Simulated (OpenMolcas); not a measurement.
**Cr³⁺ among point charges: CASSCF and CASPT2 levels and susceptibility**

How does a field of 4 point charges split the states of Cr³⁺, and what χT follows?

Program: OpenMolcas 26.06. Level of theory: state-averaged CASSCF and CASPT2, spin-orbit coupling by RASSI with atomic mean-field integrals. These are calculated values, not measurements, unless marked.

## (1) The system

| Item | Value |
| --- | --- |
| Species | Cr³⁺ (chromium, Z = 24, 21 electrons) |
| Basis | ANO-RCC-VTZP [6s5p3d2f1g], 59 functions |
| Scalar Hamiltonian | DKH2, point nucleus |
| Inactive shells | 1s 2s 2p 3s 3p |
| Active space | 3 electrons in 5 orbitals (3d) |
| Some configurations of this space | 3d3 |
| Orbitals | optimised for each spin and parity, averaged over all roots |

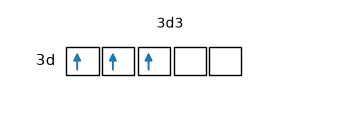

The shells outside the core, filled by Hund's rule for the drawing.

The ion sits among 4 point charges of -2.5 e arranged as a square (D4h), 2.1 Å from the ion.

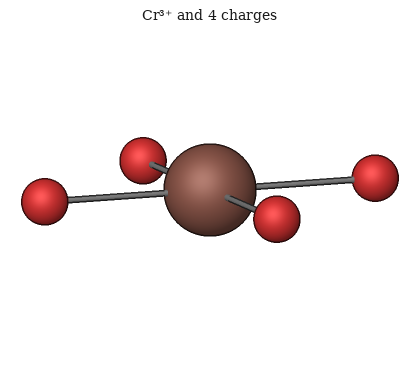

The ion and the point charges (red).

The work runs as a chain of OpenMolcas steps in one folder; each step below is one input file. Labels, J, g values, rates, χT and fits are worked out afterwards by a script from the matrices that RASSI stores. The input lists half of the charges; inversion (Group=XYZ) makes the rest.

## (2) GATEWAY and SEWARD: basis and integrals

The input, a.inp:

```
&GATEWAY
Coord
1

Cr 0.0 0.0 0.0
Basis=ANO-RCC-VTZP
Group=XYZ
NoMove
AngMom=0.0 0.0 0.0
AMFI
XField
2 Angstrom 0
2.100000 0.000000 0.000000 -2.500000
0.000000 2.100000 0.000000 -2.500000
&SEWARD
```

The run is started by

```
$ OMP_NUM_THREADS=1 MOLCAS_MEM=1689 MOLCAS_PROJECT=a pymolcas a.inp > a.log
```

Output:

```text
Basis set label: CR.ANO-RCC...6S5P3D2F1G.

      Electronic valence basis set:
      ------------------
      Associated Effective Charge  24.000000 au
      Associated Actual Charge     24.000000 au
      Nuclear Model: Point charge

      Shell  nPrim  nBasis  Cartesian Spherical Contaminant
         s      21       6        X
         p      15       5        X
         d      10       3                 X
         f       6       2                 X
         g       4       1                 X
                  Relativistic Douglas-Kroll-Hess integrals:
                    - DKH order of Hamiltonian: 2
                    - DKH order of Properties : 0
                  Atomic mean-field integrals
```

## (3) CASSCF: quartets of even parity, 10 roots

The input, a.inp:

```
&RASSCF
FileOrb=start.orb
Symmetry=1
Spin=4
nActEl=3 0 0
Inactive=3 6
Ras2=5 0
CIRoot=10 10 1
SDav=10
CIMx=300
Iter=120 100
PrWF=0.3
OrbListing=Nothing
MaxOrb=0
>>> COPY $Project.JobIph JOB001
```

The run is started by

```
$ OMP_NUM_THREADS=1 MOLCAS_MEM=1689 MOLCAS_PROJECT=a pymolcas a.inp > a.log
```

start.orb holds the contracted functions of the basis, ordered by shell, or the orbitals of the step before.

Output (excerpt; [...] marks lines left out):

```text
[...]
      Number of active orbitals                  5
[...]
      Spin quantum number                      1.5
[...]
      Active orbitals                            5   0
[...]
      Number of CSFs                            10
      Number of root(s) required                10
[...]
      Convergence after  9 iterations
[...]
      Natural orbitals and occupation numbers for root  1
      sym 1:   0.192146   0.807854   1.000000   0.807854   0.192146
      Natural orbitals and occupation numbers for root  2
      sym 1:   0.807854   0.807854   1.000000   0.192146   0.192146
      Natural orbitals and occupation numbers for root  3
      sym 1:   0.825571   0.174429   1.000000   0.825571   0.174429
::    RASSCF root number  1 Total energy:  -1055.36886290
::    RASSCF root number  2 Total energy:  -1055.36886290
::    RASSCF root number  3 Total energy:  -1055.36699509
[...]
::    RASSCF root number  7 Total energy:  -1055.33980107
::    RASSCF root number  8 Total energy:  -1055.28228854
::    RASSCF root number  9 Total energy:  -1055.23499136
::    RASSCF root number 10 Total energy:  -1055.23499136
```

## (4) Reference wave functions, doublets of even parity, 40 roots

The input, a.inp:

```
&RASSCF
FileOrb=start.orb
Symmetry=1
Spin=2
nActEl=3 0 0
Inactive=3 6
Ras2=5 0
CIRoot=40 40 1
SDav=40
CIMx=300
Iter=120 100
PrWF=0.3
OrbListing=Nothing
MaxOrb=0
>>> COPY $Project.JobIph JOB002
```

The run is started by

```
$ OMP_NUM_THREADS=1 MOLCAS_MEM=1689 MOLCAS_PROJECT=a pymolcas a.inp > a.log
```

Output (excerpt; [...] marks lines left out):

```text
[...]
      Number of active orbitals                  5
[...]
      Spin quantum number                      0.5
[...]
      Active orbitals                            5   0
[...]
      Number of CSFs                            40
      Number of root(s) required                40
[...]
      Convergence after  7 iterations
[...]
      Natural orbitals and occupation numbers for root  1
      sym 1:   0.320193   0.079123   1.573021   0.920891   0.106773
      Natural orbitals and occupation numbers for root  2
      sym 1:   0.320193   0.920891   1.573021   0.079123   0.106773
      Natural orbitals and occupation numbers for root  3
      sym 1:   0.942534   0.105168   1.777775   0.105168   0.069355
::    RASSCF root number  1 Total energy:  -1055.29612506
::    RASSCF root number  2 Total energy:  -1055.29612506
::    RASSCF root number  3 Total energy:  -1055.29457253
[...]
::    RASSCF root number 27 Total energy:  -1055.18940212
::    RASSCF root number 28 Total energy:  -1055.18940212
::    RASSCF root number 29 Total energy:  -1055.16681033
::    RASSCF root number 30 Total energy:  -1055.15845130
```

## (5) RASSI: spin-orbit coupling between the states

The input, a.inp:

```
&RASSI
NrOfJobIphs=2 10 40
1 2 3 4 5 6 7 8 9 10
1 2 3 4 5 6 7 8 9 10 11 12 13 14 15 16 17 18 19 20 21 22 23 24 25 26 27
28 29 30 31 32 33 34 35 36 37 38 39 40
IphNames
JOB001
JOB002
EJob
SpinOrbit
DIPRint=1.0
SOCoupling=1000.0
Subsets=2
Property=9
'ANGMOM' 1 'ANGMOM' 2 'ANGMOM' 3 'MLTPL  1' 1 'MLTPL  1' 2 'MLTPL  1' 3
'AMFI' 1 'AMFI' 2 'AMFI' 3
SOProperty=3
'ANGMOM' 1 'ANGMOM' 2 'ANGMOM' 3
```

Output (excerpt; [...] marks lines left out):

```text
SPIN-FREE ENERGIES:
  (Shifted by EMIN (a.u.) =      -1055.3688628967)
 SF State       Relative EMIN(au)   Rel lowest level(eV)    D:o, cm**(-1)      L_eff
     1             0.0000000000        0.0000000000              0.0000         3.0
     2             0.0000000000        0.0000000000              0.0000         3.0
     3             0.0018678074        0.0508256296            409.9363         2.4
     4             0.0122135299        0.3323470786           2680.5600         3.0
     5             0.0234104783        0.6370315669           5138.0061         2.9
     6             0.0234104783        0.6370315669           5138.0061         2.9
     7             0.0290618283        0.7908126359           6378.3341         3.0
    11             0.0727378392        1.9792974375          15964.1104         4.2
    12             0.0727378392        1.9792974375          15964.1104         4.2
    13             0.0742903671        2.0215438748          16304.8509         3.9
[...]
Eigenvalues of complex Hamiltonian:
   -----------------------------------
  (Shifted by EMIN (a.u.) =      -1055.3688628967)
 SO State       Relative EMIN(au)   Rel lowest level(eV)    D:o, cm**(-1)     J-value
     1            -0.0017912567        0.0000000000              0.0000         1.7
     2            -0.0017912567        0.0000000000              0.0000         1.7
     3            -0.0007085128        0.0294629621            237.6348         2.0
     4            -0.0007085128        0.0294629621            237.6348         2.0
     5             0.0003056031        0.0570584618            460.2075         2.0
     6             0.0003056031        0.0570584618            460.2075         2.0
     7             0.0013165381        0.0845674024            682.0821         2.0
     8             0.0013165381        0.0845674024            682.0821         2.0
     9             0.0018215961        0.0983107326            792.9295         2.6
    10             0.0018215961        0.0983107326            792.9295         2.6
    11             0.0021417224        0.1070218107            863.1891         2.8
[...]
```

Time for these steps: 9.6 s (1 thread, shared host).

States without spin-orbit coupling:

```csv
state,degeneracy,E (cm-1),free-ion L (%)
4E,2,0,F (98)
4A2,1,410,F (61)
4B1,1,2681,F (100)
4E,2,5138,F (92)
4B2,1,6378,F (100)
2E,2,15964,H (46)
2B2,1,16305,G (63)
2A2,1,16432,H (85)
2A1,1,17763,G (93)
2B1,1,18504,G (66)
2E,2,18575,G (46)
4A2,1,19001,P (61)
2B2,1,19198,H (51)
2E,2,19851,G (77)
2B1,1,20195,H (63)
2E,2,21906,P (60)
2A2,1,23098,G (77)
2A1,1,23250,G (84)
2B1,1,25281,D (60)
2E,2,27693,H (72)
2B2,1,28059,D (46)
4E,2,29381,P (90)
2A2,1,30125,P (83)
2E,2,31505,D (63)
```

With spin-orbit coupling:

```json
{"E (cm-1)": "0.0", "Degeneracy": "2", "Label": "E3/2", "2S+1": "4", "g": "0.38 0.38 0.83"}
{"E (cm-1)": "237.6", "Degeneracy": "2", "Label": "E3/2", "2S+1": "4", "g": "0.69 0.69 2.84"}
{"E (cm-1)": "460.2", "Degeneracy": "2", "Label": "E1/2", "2S+1": "4", "g": "0.42 0.42 5.72"}
{"E (cm-1)": "682.1", "Degeneracy": "2", "Label": "E1/2", "2S+1": "4", "g": "0.15 0.15 6.99"}
{"E (cm-1)": "792.9", "Degeneracy": "2", "Label": "E3/2", "2S+1": "4", "g": "0.00 0.00 5.78"}
{"E (cm-1)": "863.2", "Degeneracy": "2", "Label": "E1/2", "2S+1": "4", "g": "3.46 3.46 4.58"}
{"E (cm-1)": "3047", "Degeneracy": "2", "Label": "E1/2", "2S+1": "4", "g": "0.00 0.00 5.35"}
{"E (cm-1)": "3077", "Degeneracy": "2", "Label": "E3/2", "2S+1": "4", "g": "1.78 4.18 4.18"}
{"E (cm-1)": "5455", "Degeneracy": "2", "Label": "E1/2", "2S+1": "4", "g": "1.52 1.52 4.83"}
{"E (cm-1)": "5485", "Degeneracy": "2", "Label": "E1/2", "2S+1": "4", "g": "0.83 1.76 1.76"}
{"E (cm-1)": "5498", "Degeneracy": "2", "Label": "E3/2", "2S+1": "4", "g": "0.53 1.97 1.97"}
{"E (cm-1)": "5607", "Degeneracy": "2", "Label": "E3/2", "2S+1": "4", "g": "2.97 2.97 4.69"}
{"E (cm-1)": "6816", "Degeneracy": "2", "Label": "E1/2", "2S+1": "4", "g": "0.01 0.01 6.49"}
{"E (cm-1)": "6841", "Degeneracy": "2", "Label": "E3/2", "2S+1": "4", "g": "2.18 4.87 4.87"}
{"E (cm-1)": "16111", "Degeneracy": "2", "Label": "E1/2", "2S+1": "2", "g": "0.10 2.45 2.45"}
{"E (cm-1)": "16345", "Degeneracy": "2", "Label": "E3/2", "2S+1": "2", "g": "1.94 1.94 2.31"}
{"E (cm-1)": "16800", "Degeneracy": "2", "Label": "E3/2", "2S+1": "2", "g": "0.25 4.28 4.28"}
{"E (cm-1)": "16893", "Degeneracy": "2", "Label": "E1/2", "2S+1": "2", "g": "1.71 4.41 4.41"}
{"E (cm-1)": "18068", "Degeneracy": "2", "Label": "E1/2", "2S+1": "2", "g": "0.36 0.36 1.78"}
{"E (cm-1)": "18758", "Degeneracy": "2", "Label": "E3/2", "2S+1": "2", "g": "0.88 0.88 3.38"}
{"E (cm-1)": "18958", "Degeneracy": "2", "Label": "E3/2", "2S+1": "2", "g": "2.54 3.32 3.32"}
{"E (cm-1)": "19180", "Degeneracy": "2", "Label": "E1/2", "2S+1": "2", "g": "0.27 2.42 2.42"}
{"E (cm-1)": "19349", "Degeneracy": "2", "Label": "E3/2", "2S+1": "4", "g": "0.03 0.03 5.60"}
{"E (cm-1)": "19397", "Degeneracy": "2", "Label": "E1/2", "2S+1": "4", "g": "1.84 3.89 3.89"}
```

The table of states holds 24 of 37 computed; the rest, higher up, is left out. Principal g values are given for doublets only; a zero marks a field direction without first-order Zeeman splitting.

Powder χT (cm³ K/mol): 0.04 at 2 K, 0.05 at 5 K, 0.07 at 10 K, 0.11 at 20 K, 0.23 at 50 K, 0.43 at 100 K, 0.62 at 150 K, 0.82 at 200 K, 1.00 at 250 K, 1.16 at 300 K.

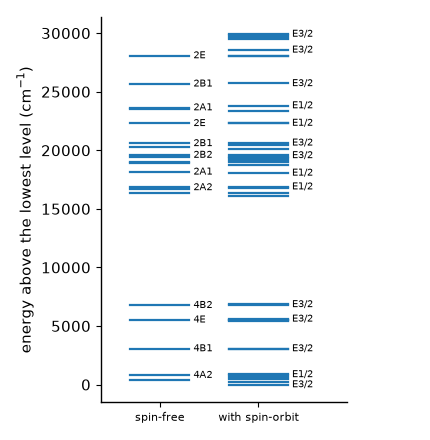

The states in the field without (left) and with (right) spin-orbit coupling.

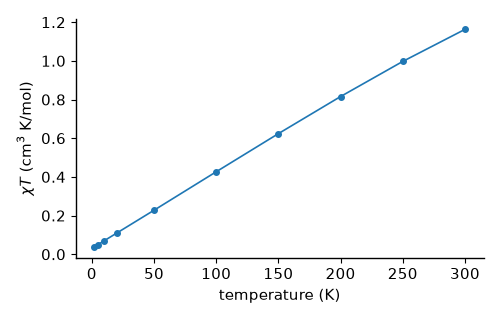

χT against temperature.

Orbitals of the lowest block (energies include the constant potential of the surroundings):

```csv
shell,space,energy (hartree),mean occupation,⟨r²⟩ (bohr²)
1s,inactive,-221.0469,2.000,0.00539
2s,inactive,-25.6302,2.000,0.100
2p,inactive,-21.2647,6.000,0.0824
3s,inactive,-2.3356,2.000,0.909
3p,inactive,-1.0267,6.000,1.04
3d,RAS2,,3.000,1.54
```

## (6) CASPT2: IPEA 0.25, imaginary shift 0.1 (closed shells correlated: 3s 3p)

The input, a.inp:

```
>>> COPY JOB001 $Project.JobIph
&CASPT2
Multistate=10 1 2 3 4 5 6 7 8 9 10
NoMult
Frozen=2 3
IPEA=0.25
Imaginary=0.1
MaxIter=60
WThr=0.0 0.3 0.05
PrWF=0.5
NoMix
>>> COPY JOB002 $Project.JobIph
&CASPT2
Multistate=40 1 2 3 4 5 6 7 8 9 10 11 12 13 14 15 16 17 18 19 20 21 22
23 24 25 26 27 28 29 30 31 32 33 34 35 36 37 38 39 40
NoMult
Frozen=2 3
IPEA=0.25
Imaginary=0.1
MaxIter=60
WThr=0.0 0.3 0.05
PrWF=0.5
NoMix
```

The run is started by

```
$ OMP_NUM_THREADS=1 MOLCAS_MEM=1689 MOLCAS_PROJECT=a pymolcas a.inp > a.log
```

Output (excerpt; [...] marks lines left out):

```text
[...]
      Active orbitals                            5   0
[...]
      E2 (Variational):          -0.3392238736
      Total energy:           -1055.7080867703
[...]
::    CASPT2 Root  1     Total energy:  -1055.70808677
::    CASPT2 Root  2     Total energy:  -1055.70808676
[...]
::    CASPT2 Root 27     Total energy:  -1055.53662008
::    CASPT2 Root 28     Total energy:  -1055.53662008
::    CASPT2 Root 29     Total energy:  -1055.53228751
::    CASPT2 Root 30     Total energy:  -1055.52297916
```

This run: 6 s of run time, 1 thread, shared host.

SS-CASPT2: lowest energy less the reference's lowest, -0.3428 hartree; reference weights 0.942 to 0.958.

Spin-free states, with their symmetry labels:

```csv
state,degeneracy,E (cm-1),free-ion L (%)
4A2,1,0,F (61)
4E,2,784,F (98)
4B1,1,4540,F (100)
4E,2,5718,F (92)
4B2,1,8318,F (100)
2E,2,14060,H (46)
2A2,1,14405,H (85)
2B2,1,15230,G (63)
2A1,1,15379,G (93)
2B1,1,15668,G (66)
2B2,1,16376,H (51)
2E,2,17534,G (77)
2E,2,17719,G (46)
2B1,1,17799,H (63)
4A2,1,18225,P (61)
2E,2,18672,P (60)
2A2,1,21855,G (77)
2A1,1,21906,G (84)
2B1,1,22208,D (60)
2E,2,25691,H (72)
2B2,1,26081,D (46)
2E,2,27462,D (63)
2A2,1,27561,P (83)
4E,2,28149,P (90)
```

With spin-orbit coupling:

```
E (cm-1)  Degeneracy  Label  2S+1                g
       0           2   E1/2     4   1.96 3.55 3.55
      14           2   E3/2     4   0.01 0.01 5.90
     440           2   E3/2     4   0.30 0.30 0.82
     700           2   E3/2     4   0.52 0.52 2.97
     940           2   E1/2     4   0.00 0.00 6.85
    1180           2   E1/2     4  0.22 0.22 10.73
    4540           2   E1/2     4   0.00 0.00 5.32
    4570           2   E3/2     4   1.76 3.93 3.93
    5680           2   E1/2     4   0.63 0.63 5.17
    5730           2   E1/2     4   0.83 0.83 1.11
    5760           2   E3/2     4   1.03 2.10 2.10
    5850           2   E3/2     4   2.86 2.86 5.19
    8390           2   E1/2     4   0.00 0.00 6.58
    8390           2   E3/2     4   2.20 4.46 4.46
   13840           2   E1/2     2   0.02 2.81 2.81
   14160           2   E3/2     2   0.79 0.79 3.27
   14530           2   E1/2     2   1.61 4.63 4.63
   15260           2   E3/2     2   0.00 3.08 3.08
   15410           2   E1/2     2   0.76 0.76 1.93
   15800           2   E3/2     2   1.63 1.63 3.85
   16350           2   E3/2     2   0.74 0.74 1.26
   17340           2   E3/2     2   1.24 1.24 2.48
   17600           2   E3/2     2   0.49 0.49 1.10
   17830           2   E1/2     2   0.01 0.01 7.27
```

Powder χT (cm³ K/mol): 1.02 at 2 K, 1.19 at 5 K, 1.38 at 10 K, 1.51 at 20 K, 1.58 at 50 K, 1.62 at 100 K, 1.64 at 150 K, 1.65 at 200 K, 1.66 at 250 K, 1.68 at 300 K.

## (7) The methods side by side

A. CASSCF
B. SS-CASPT2, IPEA 0.25, imaginary shift 0.1 (closed shells correlated: 3s 3p)

```csv
method,ground state,first state of that spin (cm-1),first gap with spin-orbit (cm-1),χT at 300 K
A,4E,4A2 409.9,237.6,1.16
B,4A2,4E 783.8,14.1,1.68
```

## (8) Summary of results

| quantity | value |
| --- | --- |
| method | SS-CASPT2, IPEA 0.25, imaginary shift 0.1 (closed shells correlated: 3s 3p) |
| spin-free ground state | 4A2, 1-fold in its orbital part |
| first state of the same spin within the active space | 4E at 784 cm⁻¹ |
| lowest level | 2-fold E1/2, g = 1.96, 3.55, 3.55 |
| next level | 14.1 cm⁻¹ |
| χT at 300 K | 1.68 cm³ K/mol |
| effective moment at 300 K | 3.66 μB |

Cost by method:

```csv
method,time of its own steps,time with the reference
A. CASSCF,9.6 s,9.6 s
"B. SS-CASPT2, IPEA 0.25, imaginary shift 0.1, +3s 3p",6 s,16 s
```

Times are of one thread on a shared host.

In words: The spin-free ground state (4A2) comes to 61 % from free-ion F terms and keeps the highest spin of the shell. χT at 300 K is 1.68, against 1.88 cm³ K/mol for the spin alone, so spin-orbit coupling lowers it. The field of point charges can differ much from that of real complexes. This is an electrostatic model: the charges have no orbitals.
